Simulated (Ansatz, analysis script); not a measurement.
# Stoner picture of a free-standing square W monolayer, spacing 3.069 Å

Wanted: E(M), the field that holds each moment, and the spin susceptibility of a free-standing square W monolayer, spacing 3.069 Å.

Main program and level: Ansatz 0.2.0; PBEsol, PAW set soft_2 (files made for PBE).

## (1) The structure

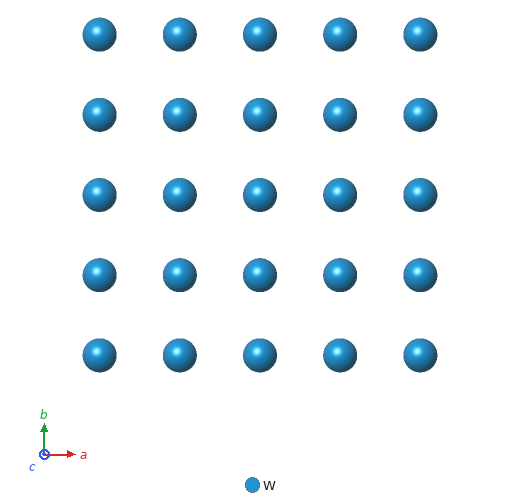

The cell as given, from above (tungsten blue). 4×4×1 cells are drawn. Some periodic images of atoms are drawn too.

The cell holds 1 atom: 1 W. Its edges and angles: a = 3.069 Å, b = 3.069 Å, c = 14.000 Å, α = 90.0°, β = 90.0°, γ = 90.0°. An idealised lattice of chosen spacing, in vacuum. Vacuum lies along c.

## (2) The collinear state

The work starts on two spin channels, which tell the size of the moments.

Input file input.yaml:

```yaml
crystal:
  lattice:
    - [3.069, 0.0, 0.0]
    - [0.0, 3.069, 0.0]
    - [0.0, 0.0, 14.0]
  atoms:
    - { symbol: W, position: [0.0, 0.0, 0.5], spin: 1.0 }
magnetization:
  spin_polarized: true
kpoints:
  mp_grid: { grid: [6, 6, 1] }
hamiltonian:
  xc: pbesol
scf:
  occupations: { method: fermi_dirac, width: 0.1 }
  max_iter: 120
  convergence: { dr2_threshold: 1.0e-08 }
```

On the command line:

```console
> ansatz run input.yaml --threads 1 --pin off --max-ram 2048MiB --backend cpu --events-out ev --progress --plain --runs-dir out
```

Numbers of over 12 decimals in the logs are rounded to 6 here.

The program printed:

```text
Engine: ansatz 0.2.0, x86_64-unknown-linux-gnu
Pseudopotentials: kind: paw
Pseudopotential: W, paw, valence charge 14, recommended cutoff 420 eV (normal), W.paw.azcp
Functional definition: PBEsol
  exchange = pbesol_x
  correlation = pbesol_c
Crystal: 1 atoms, lattice volume = 131.863 Å³
Basis set: ecut = 420 eV, 2583 PW (Γ)
Bands: 12, of which v1, the nominal top of the filled ones, is band 7 counted from 1 (6 counted from 0)
Symmetry: 16 space group operations
Space group: P4/mmm (ITA 123), of the structure as read, at distance tolerance 5.1e-5 Å
Magnetic group: BNS 123.339 (UNI 999), of the structure as read, at distance tolerance 5.1e-5 Å
k-points: 10 of 36
Non-local potential: W, projectors of the file, l = 0: 3, l = 1: 2, l = 2: 2, l = 3: 1
PAW form: soft (Blöchl's): semilocal exchange-correlation on the pseudo side does not see the compensation charge
PAW frozen core: W, regenerated for the run's functional, and the local potential with it (the file was generated under x = pbe(κ = 0.804, μ = 0.219515), c = pbe(β = 0.066725))
PAW one-centre angular grid: W, 590 points (default); XC on 64 Gauss nodes
Initial density: superposition of atomic densities (neutral atoms: chi_scale 0, normalization atom)
Starting moments: Σ|m| = 1 μB on 1 of 1 site
Initial wavefunctions: pseudopotential atomic-orbital guess
Functional: x = pbesol(κ = 0.804, μ = 0.123457), c = pbesol(β = 0.046)
SCF iter   1: F=—  HF=-10250.807809 eV  |F-HF|=—  |Δ(HF+E_count)|=         —  Δρ=1.21e-2 (↑1.21e-2 ↓1.14e-2)  dr2=6.25e-1  dr2_m=6.10e-2  M=0.555 μB ∫|m|=0.555 μB  β_m=0.30  ethr=3.10e-3  ⟨swp⟩=5.7  Hψ=1384  notcnv=0
Mixer restart at iter 1: flushing history
preconditioner: auto → LDOS  [metal: Δε(μ)=0.068 eV  Ē_g=4.352 eV  σ=0.100 eV  W_gap=0.16  n_scr=8 (ndim 8)  ℏωp=7.9 eV  f_vac=0.648  D(μ)=2.89/eV (n_scr^D=8)]
spin=Collinear: LDOS preconditioning applied to the charge; magnetization (m = ρ↑ − ρ↓) channel mixes plain (no charge-response kernel on spin).
SCF iter   2: F=—  HF=-10250.708876 eV  |F-HF|=—  |Δ(HF+E_count)|=   9.89e-2  Δρ=8.41e-3 (↑7.94e-3 ↓8.41e-3)  dr2=3.41e-1  dr2_m=2.53e-2  M=0.638 μB ∫|m|=0.638 μB  β_m=0.65  ethr=3.10e-3  ⟨swp⟩=1.7  Hψ=423  notcnv=0
SCF iter   3: F=—  HF=-10250.683772 eV  |F-HF|=—  |Δ(HF+E_count)|=   2.51e-2  Δρ=7.42e-3 (↑7.42e-3 ↓5.63e-3)  dr2=1.13e-2  dr2_m=4.83e-2  M=1.175 μB ∫|m|=1.175 μB  β_m=0.82  ethr=2.44e-3  ⟨swp⟩=2.3  Hψ=413  notcnv=0
SCF iter   4: F=—  HF=-10250.735919 eV  |F-HF|=—  |Δ(HF+E_count)|=   5.21e-2  Δρ=2.64e-3 (↑2.20e-3 ↓2.64e-3)  dr2=8.93e-3  dr2_m=4.22e-3  M=1.468 μB ∫|m|=1.468 μB  β_m=0.91  ethr=8.08e-5  ⟨swp⟩=2.6  Hψ=665  notcnv=0
SCF iter   5: F=—  HF=-10250.746104 eV  |F-HF|=—  |Δ(HF+E_count)|=   1.02e-2  Δρ=1.51e-3 (↑6.40e-4 ↓1.51e-3)  dr2=1.27e-3  dr2_m=1.17e-3  M=1.673 μB ∫|m|=1.673 μB  β_m=0.96  ethr=6.38e-5  ⟨swp⟩=2.5  Hψ=434  notcnv=0
SCF iter   6: F=—  HF=-10250.746612 eV  |F-HF|=—  |Δ(HF+E_count)|=   5.08e-4  Δρ=4.63e-4 (↑2.76e-4 ↓4.63e-4)  dr2=5.42e-4  dr2_m=4.32e-5  M=1.663 μB ∫|m|=1.664 μB  β_m=0.93  ethr=9.07e-6  ⟨swp⟩=2.0  Hψ=415  notcnv=0
SCF iter   7: F=—  HF=-10250.746705 eV  |F-HF|=—  |Δ(HF+E_count)|=   9.29e-5  Δρ=1.13e-4 (↑1.13e-4 ↓1.12e-4)  dr2=2.49e-5  dr2_m=1.25e-5  M=1.681 μB ∫|m|=1.681 μB  β_m=0.95  ethr=3.87e-6  ⟨swp⟩=2.7  Hψ=376  notcnv=0
SCF iter   8: F=—  HF=-10250.746722 eV  |F-HF|=—  |Δ(HF+E_count)|=   1.63e-5  Δρ=4.79e-5 (↑3.47e-5 ↓4.79e-5)  dr2=1.25e-6  dr2_m=1.57e-6  M=1.687 μB ∫|m|=1.687 μB  β_m=0.98  ethr=1.78e-7  ⟨swp⟩=2.1  Hψ=328  notcnv=0
SCF iter   9: F=—  HF=-10250.746724 eV  |F-HF|=—  |Δ(HF+E_count)|=   2.16e-6  Δρ=6.49e-6 (↑4.55e-6 ↓6.49e-6)  dr2=1.01e-7  dr2_m=1.70e-8  M=1.688 μB ∫|m|=1.688 μB  β_m=0.99  ethr=8.94e-9  ⟨swp⟩=2.5  Hψ=402  notcnv=0
SCF iter  10: F=—  HF=-10250.746724 eV  |F-HF|=—  |Δ(HF+E_count)|=   5.08e-8  Δρ=4.30e-6 (↑4.30e-6 ↓2.89e-6)  dr2=1.47e-8  dr2_m=1.26e-8  M=1.688 μB ∫|m|=1.688 μB  β_m=0.96  ethr=7.22e-10  ⟨swp⟩=2.1  Hψ=345  notcnv=0
SCF iter  11: F=—  HF=-10250.746724 eV  |F-HF|=—  |Δ(HF+E_count)|=   4.41e-9  Δρ=1.23e-6 (↑1.23e-6 ↓1.13e-6)  dr2=1.33e-10  dr2_m=1.62e-9  M=1.688 μB ∫|m|=1.688 μB  β_m=0.98  ethr=7.14e-11  ⟨swp⟩=1.0  Hψ=732  notcnv=0
SCF iter  12: F=-10250.746724 eV  HF=-10250.746724 eV  |F-HF|=1.60e-10  |Δ(HF+E_count)|=   5.39e-9  Δρ=2.49e-7 (↑2.49e-7 ↓2.06e-7)  dr2=1.05e-11  dr2_m=5.88e-11  M=1.688 μB ∫|m|=1.688 μB  ethr=1.00e-12  ⟨swp⟩=3.1  Hψ=519  notcnv=0
SCF 1 converged in 12 iterations: F = -10250.746724 eV  dr2 = 1.05e-11
  greatest PAW one-centre occupation: 1.000 electrons in one spin orbital (limit 2), on the W atom at site 0 (counted from 0), in its partial waves of l = 0
SCF converged after 12 iterations
Magnetization: 1.6879 μB (7.8440 up, 6.1560 down)
Absolute magnetization: 1.6882 μB (∫|ρ↑−ρ↓|, with the PAW one-centre terms)
Spin contamination: 0.0060 ħ² per cell (⟨S²⟩ above its minimum at these occupations)
Per-site moments (μB) at R_I (Å): [(1.194067, 1.2659625)]
Free energy (F): -10250.746724 eV
Harris-Foulkes:  -10250.746724 eV  (|F-HF|=1.60e-10)
Internal energy: -10250.669279 eV  (E = F + TS)
E sigma→0 (E₀):  -10250.708001 eV
Entropy (-TS):   -0.077445 eV (-77.445 meV/atom)
Fermi energy:    -1.565996 eV
--- Per-component energies (eV) ---
  E_band       = -407.672269
  E_kinetic    = 437.019406
  E_local      = -4313.013838  (includes V_loc(G=0)·N_el)
  E_nonlocal   = 6.737841
  E_hartree    = 1908.222909
  E_xc         = -256.814109
  E_vxc        = -227.698952  (∫ρ·V_xc dr)
  E_paw        = -8436.200042  (= ΣΔE_a)
  E_vpaw       = -127.162504  (= ΣTr[D̂ρ^β])
  E_aug_tail   = -0.000065  (compensation charges beyond the density's cutoff)
  E_ewald      = 403.156828
  E_core_change = 0.221792  (= ΣΔE_core)
  E_smearing   = -0.077445  (= −TS)
  E_closure    = 0.000000  (closes the sum)
  Σ components = -10250.746724   (vs F -10250.746724, Δ=0.00e0)
```

It took 4.2 s on 1 thread of AMD EPYC 7R43, shared host; peak memory 0.38 GiB.

Reading the cycles: dr2 is the Hartree energy of the density residual (eV), the measure of convergence; HF is the Harris–Foulkes estimate of the energy, which meets the free energy F at convergence.

Spin moment in the atom's sphere by atom:

| atom | spin moment in the atom's sphere (μB) |
| --- | --- |
| W1 | 1.19 |

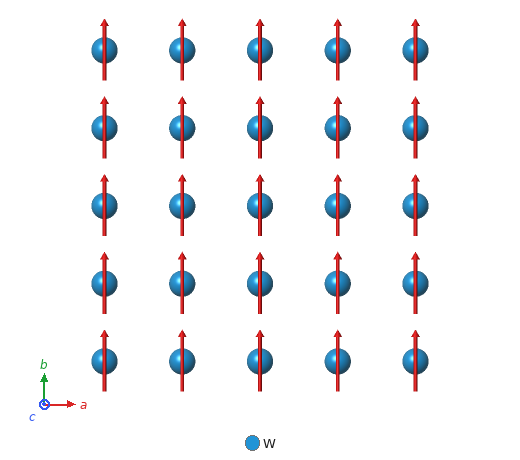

Spin moment in the atom's sphere as arrows, the longest 1.19 μB. Up and down stand for the sign. Arrows give size and sign along the axis of quantisation, drawn up and down the page. 4×4×1 cells are drawn. Some periodic images of atoms are drawn too.

The run ends ferromagnetic, with a net moment of 1.69 μB a cell. With one W atom carrying the moment, parallel order of its images is forced by the cell, not found.

## (3) Without spin

The state without spin is the zero of E(M).

input.yaml, the sections that differ from step 2:

```yaml
crystal:
  lattice:
    - [3.069, 0.0, 0.0]
    - [0.0, 3.069, 0.0]
    - [0.0, 0.0, 14.0]
  atoms:
    - { symbol: W, position: [0.0, 0.0, 0.5] }
basis:
  ecutwfc: 420.0
output:
  eigenvalues: true
# kpoints, hamiltonian, scf: as in step 2
# magnetization: removed
```

The program printed:

```text
[...]
Crystal: 1 atoms, lattice volume = 131.863 Å³
Basis set: ecut = 420 eV, 2583 PW (Γ)
Bands: 11, of which v1, the nominal top of the filled ones, is band 7 counted from 1 (6 counted from 0)
Symmetry: 16 space group operations
[...]
k-points: 10 of 36
[...]
SCF iter   1: F=—  HF=-10250.608080 eV  |F-HF|=—  |Δ(HF+E_count)|=         —  Δρ=3.35e-3  dr2=1.69e-2  ethr=1.77e-3  ⟨swp⟩=5.5  Hψ=632  notcnv=0
[...]
SCF iter   8: F=-10250.608276 eV  HF=-10250.608276 eV  |F-HF|=4.73e-11  |Δ(HF+E_count)|=   2.54e-8  Δρ=4.24e-7  dr2=4.92e-10  ethr=7.14e-11  ⟨swp⟩=2.9  Hψ=306  notcnv=0
SCF 1 converged in 8 iterations: F = -10250.608276 eV  dr2 = 4.92e-10
[...]
SCF converged after 8 iterations
Free energy (F): -10250.608276 eV
[...]
Internal energy: -10250.492571 eV  (E = F + TS)
E sigma→0 (E₀):  -10250.550424 eV
Entropy (-TS):   -0.115705 eV (-115.705 meV/atom)
Fermi energy:    -1.593536 eV
[...]
--- Band table (eV; the first three rows and the last of 10) ---
  k-point 0: bands = [... 3 lower, -39.7534, -6.3297, -3.5322, -2.2387, -0.4518, -0.0278, -0.0278, 1.1132]
  k-point 1: bands = [... 3 lower, -39.7478, -5.7312, -3.1333, -2.0282, -1.4556, 0.0377, 0.5990, 0.9264]
  k-point 2: bands = [... 3 lower, -39.7366, -4.5325, -2.4452, -2.0245, -1.3788, -0.2512, 0.1723, 2.2479]
  k-point 9: bands = [... 3 lower, -39.9989, -3.7943, -2.1038, -2.1038, -0.7990, 2.4512, 3.2711, 3.2711]
```

Elapsed: 1.4 s, on 1 thread; peak memory 0.35 GiB.

The free collinear run lies 138 meV below it.

## (4) Total moment fixed at 0.227 μB

Two Fermi levels, one a spin, hold the total moment exactly, which reaches states that a free run would leave.

input.yaml, the sections that differ from step 3:

```yaml
crystal:
  lattice:
    - [3.069, 0.0, 0.0]
    - [0.0, 3.069, 0.0]
    - [0.0, 0.0, 14.0]
  atoms:
    - { symbol: W, position: [0.0, 0.0, 0.5], spin: 0.227 }
magnetization:
  spin_polarized: true
  initial_magnetization: 0.227
  spin_locking: { lock_magnetization: hard }
# kpoints, hamiltonian, scf, basis: as in step 3
# output: removed
```

The program printed:

```text
[...]
Crystal: 1 atoms, lattice volume = 131.863 Å³
Basis set: ecut = 420 eV, 2583 PW (Γ)
Bands: 12, of which v1, the nominal top of the filled ones, is band 7 counted from 1 (6 counted from 0)
Symmetry: 16 space group operations
[...]
k-points: 10 of 36
[...]
Starting moments: Σ|m| = 0.227 μB on 1 of 1 site
[...]
SCF iter   1: F=—  HF=-10250.791961 eV  |F-HF|=—  |Δ(HF+E_count)|=         —  Δρ=1.02e-2 (↑9.27e-3 ↓1.02e-2)  dr2=6.50e-1  dr2_m=1.83e-3  M=0.227 μB ∫|m|=0.227 μB  β_m=0.30  ethr=3.10e-3  ⟨swp⟩=5.7  Hψ=1390  notcnv=0
[...]
SCF iter  11: F=-10250.615518 eV  HF=-10250.615518 eV  |F-HF|=7.02e-10  |Δ(HF+E_count)|=   1.99e-8  Δρ=3.55e-7 (↑3.55e-7 ↓2.39e-7)  dr2=2.86e-10  dr2_m=6.69e-11  M=0.227 μB ∫|m|=0.300 μB  ethr=7.14e-11  ⟨swp⟩=1.0  Hψ=664  notcnv=0
SCF 1 converged in 11 iterations: F = -10250.615518 eV  dr2 = 2.86e-10
[...]
SCF converged after 11 iterations
Stability checked in part: among states of this total moment the steps that led to this state did not find it unstable. No probe was made; neither looks for a lower state of another moment (fixed_total_moment; see scf.lower_state_search)
Magnetization: 0.2270 μB (7.1135 up, 6.8865 down)
Absolute magnetization: 0.3049 μB (∫|ρ↑−ρ↓|, with the PAW one-centre terms)
[...]
Per-site moments (μB) at R_I (Å): [(0.172787, 1.2659625)]
Free energy (F): -10250.615518 eV
[...]
Internal energy: -10250.495368 eV  (E = F + TS)
E sigma→0 (E₀):  -10250.555443 eV
Entropy (-TS):   -0.120150 eV (-120.150 meV/atom)
Fermi energy:    -1.586587 (↑ -1.648083, ↓ -1.525092) eV
[...]
```

Run time: 2.9 s. Hardware: 1 thread; peak memory 0.38 GiB.

The energy is -7.24 meV from the state without spin, and the largest site carries 0.173 μB.

## (5) Total moment fixed at 0.455 μB

input.yaml, the sections that differ from step 4:

```yaml
crystal:
  lattice:
    - [3.069, 0.0, 0.0]
    - [0.0, 3.069, 0.0]
    - [0.0, 0.0, 14.0]
  atoms:
    - { symbol: W, position: [0.0, 0.0, 0.5], spin: 0.455 }
magnetization:
  spin_polarized: true
  initial_magnetization: 0.455
  spin_locking: { lock_magnetization: hard }
# kpoints, hamiltonian, scf, basis: as in step 4
```

The program printed:

```text
[...]
Crystal: 1 atoms, lattice volume = 131.863 Å³
Basis set: ecut = 420 eV, 2583 PW (Γ)
Bands: 12, of which v1, the nominal top of the filled ones, is band 7 counted from 1 (6 counted from 0)
Symmetry: 16 space group operations
[...]
k-points: 10 of 36
[...]
Starting moments: Σ|m| = 0.455 μB on 1 of 1 site
[...]
Magnetization: 0.4550 μB (7.2275 up, 6.7725 down)
Absolute magnetization: 0.5529 μB (∫|ρ↑−ρ↓|, with the PAW one-centre terms)
[...]
Per-site moments (μB) at R_I (Å): [(0.338911, 1.2659625)]
Free energy (F): -10250.635677 eV
[...]
Internal energy: -10250.515813 eV  (E = F + TS)
E sigma→0 (E₀):  -10250.575745 eV
Entropy (-TS):   -0.119864 eV (-119.864 meV/atom)
Fermi energy:    -1.547444 (↑ -1.658038, ↓ -1.436850) eV
[...]
[key lines of the parts left out:]
SCF converged after 11 iterations
```

The job ended after 3 s (1 thread; peak memory 0.37 GiB).

The energy is -27.4 meV from the state without spin, and the largest site carries 0.339 μB.

## (6) Total moment fixed at 1.591 μB

input.yaml, the sections that differ from step 5:

```yaml
crystal:
  lattice:
    - [3.069, 0.0, 0.0]
    - [0.0, 3.069, 0.0]
    - [0.0, 0.0, 14.0]
  atoms:
    - { symbol: W, position: [0.0, 0.0, 0.5], spin: 1.591 }
magnetization:
  spin_polarized: true
  initial_magnetization: 1.591
  spin_locking: { lock_magnetization: hard }
# kpoints, hamiltonian, scf, basis: as in step 5
```

The program printed:

```text
[...]
Crystal: 1 atoms, lattice volume = 131.863 Å³
Basis set: ecut = 420 eV, 2583 PW (Γ)
Bands: 12, of which v1, the nominal top of the filled ones, is band 7 counted from 1 (6 counted from 0)
Symmetry: 16 space group operations
[...]
k-points: 10 of 36
[...]
Starting moments: Σ|m| = 1.591 μB on 1 of 1 site
[...]
Magnetization: 1.5910 μB (7.7955 up, 6.2045 down)
Absolute magnetization: 1.5912 μB (∫|ρ↑−ρ↓|, with the PAW one-centre terms)
[...]
Per-site moments (μB) at R_I (Å): [(1.127684, 1.2659625)]
Free energy (F): -10250.745419 eV
[...]
Internal energy: -10250.662179 eV  (E = F + TS)
E sigma→0 (E₀):  -10250.703799 eV
Entropy (-TS):   -0.083240 eV (-83.240 meV/atom)
Fermi energy:    -1.582216 (↑ -1.607105, ↓ -1.557327) eV
[...]
[key lines of the parts left out:]
SCF converged after 9 iterations
```

It took 2.8 s on 1 thread; peak memory 0.38 GiB.

The energy is -137 meV from the state without spin, and the largest site carries 1.13 μB.

[end of part 1 of 2]

[Logs and program files are shortened in this print: banners, set-up blocks, solver, clock and traceback lines can be left out without a mark of their own.]

[Logs are printed without paths, hosts, clocks, repeated set-up lines and the standing remarks that a program may print on its own settings, such as how far it seeks lower states.]

[Hosts, paths, dates, database ids (printed as entryN), source tags and the programs' standing remarks are cut or masked in the printed files.]
